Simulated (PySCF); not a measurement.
# CH10OSi3: a tour of settings, part 1 of 2

Which settings matter for CH10OSi3 (`CO[SiH2][SiH2][SiH3]`)?

The runs use PySCF 2.14.0, with density-fitted response routines of our own; the level of theory stands in each step. All values are computed, except where a source is named. Atoms are numbered from 0 throughout.

1 further run of the same task is left out (for a known fault of the program).

## Step 1: The starting structure

15 atoms, charge 0, multiplicity 1; geometry from: GFN2-xTB.

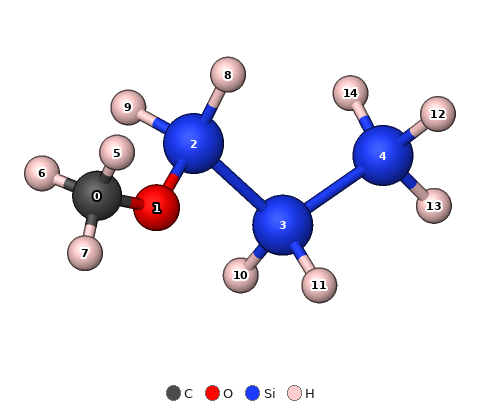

The starting geometry (carbon dark grey, oxygen red, silicon blue, hydrogen pink), atoms numbered.

## Step 2: NMR shieldings: LDA/pcSseg-1

Job settings and geometry (Å):

```
{"job": {"kind": "nmr", "xc": "LDA", "basis": "pcSseg-1", "pop": false, "scf": {"aux": "cc-pvdz-ri", "max_cycle": 57}}, "charge": 0, "multiplicity": 1}
C     -3.157623    -0.427246     0.093362
O     -1.777245    -0.572472    -0.021094
Si    -0.662291     0.563140    -0.348429
Si     1.234650    -0.739333    -0.348844
Si     3.178064     0.465415    -0.023327
H     -3.409811     0.221814     0.935551
H     -3.580471     0.003077    -0.817653
H     -3.590378    -1.415039     0.257799
H     -0.723077     1.635178     0.661014
H     -1.009880     1.252067    -1.603112
H      1.361651    -1.475659    -1.620937
H      1.162902    -1.825104     0.645160
H      3.274504     1.059398     1.312594
H      4.400691    -0.321910    -0.192019
H      3.293900     1.584664    -0.963287
```

Level: GIAO LDA/pcSseg-1 NMR shielding, non-relativistic, gas phase.

On the command line:

```console
> OMP_NUM_THREADS=1 python probes_run.py task.json out
```

One launch serves the whole session: the jobs run in the order shown.

Output:

```text
final grid: 111920 points
cycle   1  E = -983.2908854131  dE =  1.788e-01  |g| = 7.687e-01  |ddm| = 3.362e+00
cycle   2  E = -982.6187170701  dE =  6.722e-01  |g| = 1.953e+00  |ddm| = 3.896e+00
cycle   3  E = -983.3975756405  dE = -7.789e-01  |g| = 1.343e-01  |ddm| = 3.491e+00
cycle   4  E = -983.4014741585  dE = -3.899e-03  |g| = 6.056e-02  |ddm| = 2.260e-01
cycle   5  E = -983.4022165210  dE = -7.424e-04  |g| = 2.593e-02  |ddm| = 6.648e-02
cycle   6  E = -983.4023775050  dE = -1.610e-04  |g| = 3.726e-03  |ddm| = 2.187e-02
cycle   7  E = -983.4023801029  dE = -2.598e-06  |g| = 1.247e-03  |ddm| = 5.047e-03
cycle   8  E = -983.4023805596  dE = -4.567e-07  |g| = 2.243e-04  |ddm| = 1.957e-03
cycle   9  E = -983.4023805763  dE = -1.677e-08  |g| = 3.727e-05  |ddm| = 3.706e-04
cycle  10  E = -983.4023805766  dE = -2.565e-10  |g| = 2.394e-05  |ddm| = 8.794e-05
converged SCF energy = -983.4023805766

GIAO shielding tensors (ppm)
atom      isotropic    diamagn.    paramagn.     s11        s22        s33       span
  0 C      124.170     241.849    -117.678     92.930     93.730    185.850     92.919
  1 O      342.713     400.446     -57.733    274.919    369.708    383.514    108.595
  2 Si     333.206     882.842    -549.637    244.963    294.112    460.542    215.579
  3 Si     456.337     883.271    -426.934    425.816    460.779    482.416     56.600
  4 Si     455.850     881.444    -425.594    444.012    455.034    468.504     24.492
  5 H       27.506      27.671      -0.165     23.551     24.956     34.011     10.461
  6 H       27.571      27.217       0.354     23.729     24.951     34.032     10.304
  7 H       27.078      27.054       0.025     22.656     24.774     33.805     11.149
  8 H       25.523      30.402      -4.879     22.232     24.666     29.672      7.440
  9 H       25.421      29.938      -4.517     22.518     24.237     29.510      6.992
 10 H       27.455      29.478      -2.023     23.879     25.590     32.897      9.018
 11 H       27.529      29.870      -2.341     23.766     25.819     33.001      9.235
 12 H       27.744      28.661      -0.918     24.308     25.617     33.305      8.997
 13 H       27.697      27.849      -0.153     24.194     25.116     33.781      9.587
 14 H       27.892      28.514      -0.623     24.397     25.858     33.419      9.022
```

Run time: 21 s. Hardware: 1 thread of Arm Neoverse N1, shared host; peak memory 0.58 GiB.

A normal end doesn't make this result sound: the fitting basis cc-pvdz-ri is not made for Coulomb and exchange fitting here.

## Step 3: Spin-spin couplings: HF/def2-TZVP

Job settings and geometry (Å):

```
{"job": {"kind": "j", "xc": "HF", "basis": "def2-TZVP", "scf": {"max_cycle": 95}}, "charge": 0, "multiplicity": 1}
C     -3.062894    -0.414429     0.090561
O     -1.723928    -0.555298    -0.020461
Si    -0.642422     0.546246    -0.337976
Si     1.197610    -0.717153    -0.338379
Si     3.082722     0.451453    -0.022627
H     -3.307517     0.215160     0.907484
H     -3.473057     0.002985    -0.793123
H     -3.482667    -1.372588     0.250065
H     -0.701385     1.586123     0.641184
H     -0.979584     1.214505    -1.555019
H      1.320801    -1.431389    -1.572309
H      1.128015    -1.770351     0.625805
H      3.176269     1.027616     1.273216
H      4.268670    -0.312253    -0.186258
H      3.195083     1.537124    -0.934388
```

With the program's defaults for keys left out, this is: HF/def2-TZVP indirect spin-spin coupling, non-relativistic, gas phase.

Output:

```text
final grid: 111920 points
cycle   1  E = -985.3264638818  dE =  7.137e-01  |g| = 5.820e-01  |ddm| = 2.671e+00
cycle   2  E = -985.4056707058  dE = -7.921e-02  |g| = 3.187e-01  |ddm| = 5.135e-01
cycle   3  E = -985.4247037407  dE = -1.903e-02  |g| = 7.322e-02  |ddm| = 1.951e-01
cycle   4  E = -985.4268527533  dE = -2.149e-03  |g| = 1.468e-02  |ddm| = 8.446e-02
cycle   5  E = -985.4269682851  dE = -1.155e-04  |g| = 3.972e-03  |ddm| = 1.738e-02
cycle   6  E = -985.4269813223  dE = -1.304e-05  |g| = 1.057e-03  |ddm| = 7.191e-03
cycle   7  E = -985.4269821017  dE = -7.793e-07  |g| = 2.991e-04  |ddm| = 2.096e-03
cycle   8  E = -985.4269821595  dE = -5.785e-08  |g| = 7.538e-05  |ddm| = 6.211e-04
cycle   9  E = -985.4269821653  dE = -5.758e-09  |g| = 1.948e-05  |ddm| = 2.155e-04
cycle  10  E = -985.4269821657  dE = -4.247e-10  |g| = 5.299e-06  |ddm| = 5.004e-05
converged SCF energy = -985.4269821657

Indirect spin-spin couplings (Hz)
  i      j    bonds     total        FC       PSO       DSO        SD
  0 C    1 O    1     -1.259    -0.082    -1.037    -0.140         -
  0 C    2 Si   2      5.005     4.669     0.298     0.070    -0.031
  0 C    3 Si   3     -3.804    -3.810    -0.050     0.057    -0.000
  0 C    4 Si   4     -1.007    -1.017    -0.027     0.040    -0.004
  0 C    5 H    1    153.406   152.030     0.485     0.890         -
  0 C    6 H    1    152.638   151.254     0.489     0.894         -
  0 C    7 H    1    162.043   160.766     0.424     0.852         -
  0 C    8 H    3      0.292     0.336     0.103    -0.147         -
  0 C    9 H    3      0.540     0.579     0.094    -0.132         -
  0 C   10 H    4     -0.302    -0.234     0.158    -0.226         -
  0 C   11 H    4     -0.446    -0.408     0.141    -0.179         -
  0 C   12 H    5     -0.158    -0.107     0.099    -0.150         -
  0 C   13 H    5      0.492     0.570     0.128    -0.207         -
  0 C   14 H    5     -0.193    -0.131     0.113    -0.175         -
  1 O    2 Si   1      1.105     6.918    -6.090     0.064     0.213
  1 O    3 Si   2      9.239     9.243    -0.042     0.011     0.027
  1 O    4 Si   3      7.634     7.667     0.006    -0.021    -0.017
  1 O    5 H    2     -1.723    -1.014    -0.820     0.111         -
  1 O    6 H    2     -1.464    -0.757    -0.821     0.113         -
  1 O    7 H    2     -6.739    -6.031    -0.781     0.073         -
  1 O    8 H    2     -6.130    -6.244    -0.065     0.180         -
  1 O    9 H    2     -5.714    -5.833    -0.060     0.179         -
  1 O   10 H    3      0.884     0.886    -0.013     0.011         -
  1 O   11 H    3     -0.367    -0.301     0.042    -0.108         -
  1 O   12 H    4      0.606     0.565    -0.036     0.077         -
  1 O   13 H    4     -2.862    -2.917    -0.065     0.120         -
  1 O   14 H    4      0.781     0.718    -0.050     0.113         -
  2 Si   3 Si   1    128.925   126.023    -0.492     0.055     3.339
  2 Si   4 Si   2      5.559     5.754     0.017    -0.002    -0.210
  2 Si   5 H    3     -0.907    -0.932    -0.079     0.128    -0.023
  2 Si   6 H    3     -1.517    -1.544    -0.060     0.102    -0.014
  2 Si   7 H    3     -9.634    -9.486    -0.464     0.450    -0.134
  2 Si   8 H    1   -163.080  -163.835     1.189    -0.405    -0.029
  2 Si   9 H    1   -166.261  -167.011     1.193    -0.400    -0.043
  2 Si  10 H    2      4.973     4.927     0.046     0.102    -0.102
  2 Si  11 H    2      4.543     4.511    -0.003     0.131    -0.096
  2 Si  12 H    3      1.673     1.617     0.029     0.010     0.016
  2 Si  13 H    3    -12.524   -12.622    -0.105     0.217    -0.015
  2 Si  14 H    3      1.498     1.482     0.038    -0.034     0.012
  3 Si   4 Si   1    100.935    98.521    -0.957     0.035     3.335
  3 Si   5 H    4      0.514     0.474    -0.140     0.190    -0.010
  3 Si   6 H    4      0.507     0.466    -0.138     0.191    -0.012
  3 Si   7 H    4      0.156     0.108    -0.119     0.142     0.025
  3 Si   8 H    2    -12.260   -12.314     0.008     0.167    -0.121
  3 Si   9 H    2    -10.735   -10.798    -0.006     0.176    -0.107
  3 Si  10 H    1   -158.478  -158.430     0.210    -0.311     0.054
  3 Si  11 H    1   -171.506  -171.548     0.332    -0.313     0.023
  3 Si  12 H    2     -1.854    -1.917    -0.004     0.159    -0.092
  3 Si  13 H    2      0.454     0.377    -0.010     0.171    -0.084
  3 Si  14 H    2     -1.909    -1.982     0.010     0.148    -0.085
  4 Si   6 H    5      0.197     0.144    -0.083     0.135     0.002
  4 Si   7 H    5      0.190     0.160    -0.090     0.138    -0.018
  4 Si   8 H    3      1.741     1.702     0.007    -0.007     0.039
  4 Si   9 H    3     -0.117    -0.197    -0.035     0.088     0.026
  4 Si  10 H    2      6.576     6.523     0.027     0.133    -0.108
  4 Si  11 H    2      4.316     4.251     0.023     0.142    -0.101
  4 Si  12 H    1   -162.441  -162.706     0.458    -0.189    -0.004
  4 Si  13 H    1   -165.956  -166.248     0.492    -0.179    -0.020
  4 Si  14 H    1   -159.485  -159.729     0.429    -0.193     0.008
  5 H    6 H    2    -20.654   -20.297     2.319    -2.675         -
  5 H    7 H    2    -22.051   -21.615     2.405    -2.841         -
  5 H    8 H    4      0.246    -0.052    -0.558     0.856         -
  5 H   10 H    5     -0.198     0.133     0.800    -1.132         -
  5 H   13 H    6     -0.337    -0.067     0.436    -0.706         -
  5 H   14 H    6     -0.173     0.013     0.340    -0.525         -
  6 H    7 H    2    -22.136   -21.706     2.394    -2.824         -
  6 H    9 H    4      0.234    -0.112    -0.676     1.023         -
  6 H   12 H    6     -0.192     0.013     0.423    -0.627         -
  6 H   13 H    6     -0.347    -0.075     0.457    -0.730         -
  7 H    8 H    4     -0.761    -0.368     1.283    -1.677         -
  7 H    9 H    4     -0.689    -0.319     1.237    -1.607         -
  7 H   12 H    6     -0.158     0.010     0.399    -0.567         -
  7 H   13 H    6     -0.253    -0.024     0.418    -0.647         -
  7 H   14 H    6     -0.205     0.017     0.481    -0.703         -
  8 H    9 H    2      1.078     1.767     0.726    -1.414         -
  8 H   10 H    3      8.510     9.494     1.066    -2.050         -
  8 H   11 H    3     -2.224    -1.783     0.514    -0.955         -
  8 H   12 H    4      0.245     0.011    -0.308     0.542         -
  8 H   13 H    4     -1.482    -0.982     0.564    -1.064         -
  8 H   14 H    4      0.297     0.256    -0.047     0.088         -
  9 H   10 H    3     -1.354    -1.278     0.098    -0.175         -
  9 H   11 H    3      5.394     6.354     1.072    -2.032         -
  9 H   12 H    4     -0.388    -0.050     0.407    -0.744         -
 10 H   11 H    2    -15.385   -14.831     0.797    -1.351         -
 10 H   12 H    3     11.257    12.268     1.072    -2.084         -
 10 H   13 H    3      0.423     0.508     0.156    -0.241         -
 10 H   14 H    3     -1.353    -1.112     0.316    -0.556         -
 11 H   12 H    3     -1.090    -0.925     0.230    -0.395         -
 11 H   13 H    3     -0.876    -0.674     0.269    -0.471         -
 11 H   14 H    3     12.575    13.595     1.073    -2.093         -
 12 H   13 H    2    -10.744    -9.859     1.134    -2.018         -
 12 H   14 H    2    -11.658   -10.787     1.110    -1.980         -
 13 H   14 H    2    -11.072   -10.185     1.133    -2.020         -
```

It took 76 s on 1 thread of Arm Neoverse N1, shared host; peak memory 0.85 GiB.

All coordinates were scaled by 0.97, so these values belong to a distorted geometry and are kept out of the summary.

(Continued in part 2 of 2.)
